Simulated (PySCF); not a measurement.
# C5H6F3P: what the fields show

```json
{"atom": "C", "x (Å)": "-2.0827", "y (Å)": "1.4379", "z (Å)": "0.0223"}
{"atom": "C", "x (Å)": "-1.1446", "y (Å)": "0.5521", "z (Å)": "0.3194"}
{"atom": "C", "x (Å)": "-0.3763", "y (Å)": "-0.1699", "z (Å)": "-0.7008"}
{"atom": "P", "x (Å)": "-0.1549", "y (Å)": "-2.0265", "z (Å)": "-0.5774"}
{"atom": "C", "x (Å)": "1.0497", "y (Å)": "-0.6223", "z (Å)": "-0.4630"}
{"atom": "C", "x (Å)": "1.7653", "y (Å)": "-0.2750", "z (Å)": "0.8061"}
{"atom": "F", "x (Å)": "3.0068", "y (Å)": "-0.7860", "z (Å)": "0.8188"}
{"atom": "F", "x (Å)": "1.9065", "y (Å)": "1.0546", "z (Å)": "0.9644"}
{"atom": "F", "x (Å)": "1.1693", "y (Å)": "-0.7190", "z (Å)": "1.9242"}
{"atom": "H", "x (Å)": "-2.3258", "y (Å)": "1.6881", "z (Å)": "-0.9969"}
{"atom": "H", "x (Å)": "-2.6357", "y (Å)": "1.9499", "z (Å)": "0.7891"}
{"atom": "H", "x (Å)": "-0.9243", "y (Å)": "0.3220", "z (Å)": "1.3526"}
{"atom": "H", "x (Å)": "-0.5669", "y (Å)": "0.1790", "z (Å)": "-1.7129"}
{"atom": "H", "x (Å)": "-0.4179", "y (Å)": "-2.0736", "z (Å)": "0.7956"}
{"atom": "H", "x (Å)": "1.7271", "y (Å)": "-0.5032", "z (Å)": "-1.3057"}
```

Geometry: GFN2-xTB.

These are results of PySCF, PBE0/pcSseg-1, SCF density, gas phase, non-relativistic, not measurements.

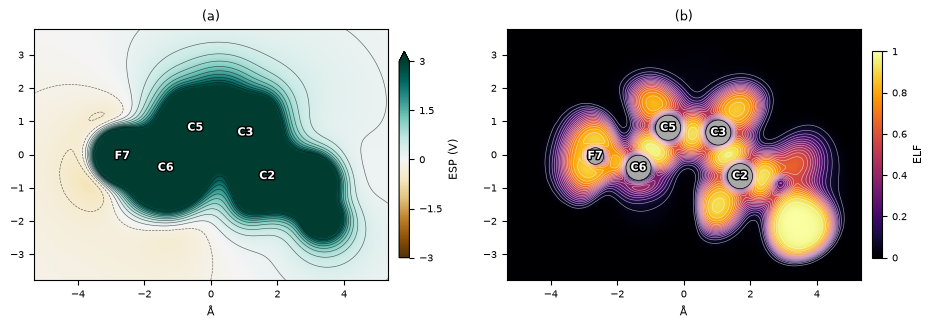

Figure 1. (a) electrostatic potential; (b) electron localisation function on the plane of atoms C5, C6 and F7. Grey discs cover the atomic cores in the ELF map.

What do the fields say about this system?

Answer. The section cuts through C and F sites.
C–F (1.34 Å): the ELF peaks at about 0.85 between the atoms: a polar covalent bond.
C–C (1.47 Å): the ELF peaks at about 0.95 between the atoms: localised, covalent bonding.
C–C (1.51 Å): the ELF peaks at about 0.90 between the atoms, as expected for localised, covalent bonding.
The ELF also peaks beside F7, away from the bonds: lone-pair regions.
Outside the dense part of the molecule the potential is most negative (−0.6 V) near F7.

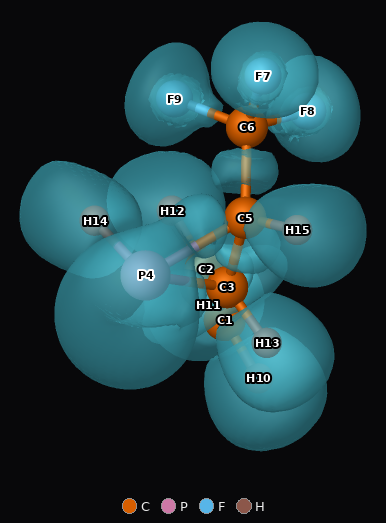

Figure 2. Isosurface of the electron localisation function at 0.75 (cyan), seen at an oblique angle. Core shells and regions of very low density are left out.

What do the ELF domains correspond to?

Answer. The surface consists of four regions between bonded C–C atoms (shared pairs), six regions around hydrogen nuclei, three regions on F in which the atom's valence shell and bonds are merged and one region on P in which the atom's valence shell and bonds are merged. Along the contacts the grid gives the following. C–C (1.32 Å): the ELF peaks at about 0.90 between the atoms; a multiple bond.

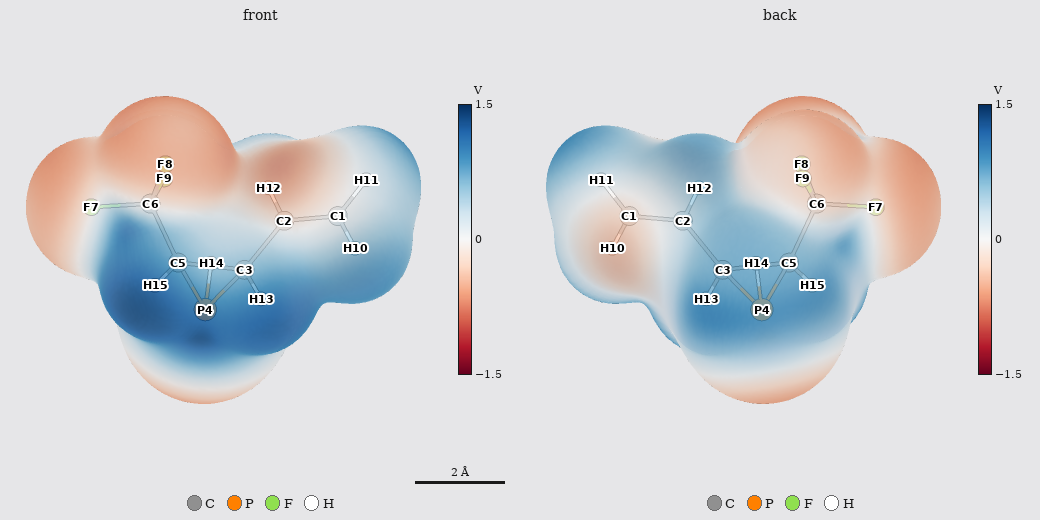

Figure 3. The molecular electrostatic potential painted on the density surface at 0.002 e/bohr³, seen from the front and from behind; the colour scale runs from red (negative) to blue (positive).

Where is the surface potential most negative and most positive?

Answer. The most negative region (about −0.7 V) lies over C1, C2, F7 and F8, the most positive (about +1.3 V) over C3, P4, C5 and H15.

How polar is the molecule by this calculation?

Answer. Its dipole moment is 1.80 D.
